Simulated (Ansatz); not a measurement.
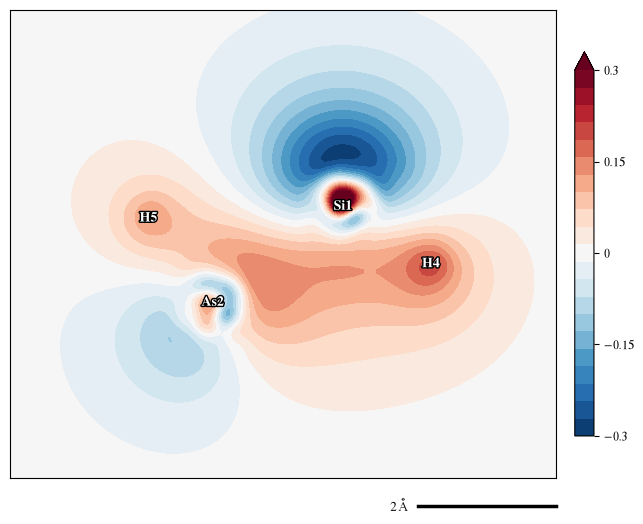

*AsH4Si (doublet). The HOMO (α) on the plane of atoms As2, Si1 and H4 (values in Å⁻³ᐟ²; the overall sign is arbitrary).*

Theory: UKS LDA/def2-SVP in Ansatz 0.2.0.

```csv
atom,x (Å),y (Å),z (Å)
Si,-0.1697,-0.9875,0.1956
As,-0.3778,1.2930,-0.3559
H,0.4078,-1.2953,1.5584
H,-1.4976,-1.6880,0.0399
H,1.1150,1.5301,-0.0783
H,-0.7218,1.6758,1.0971
```

Q: What is the character of this orbital?

A: Its weight (Hirshfeld) is mainly on Si1 (about 75 %) and As2 (about 10 %). Its energy is −5.07 eV.
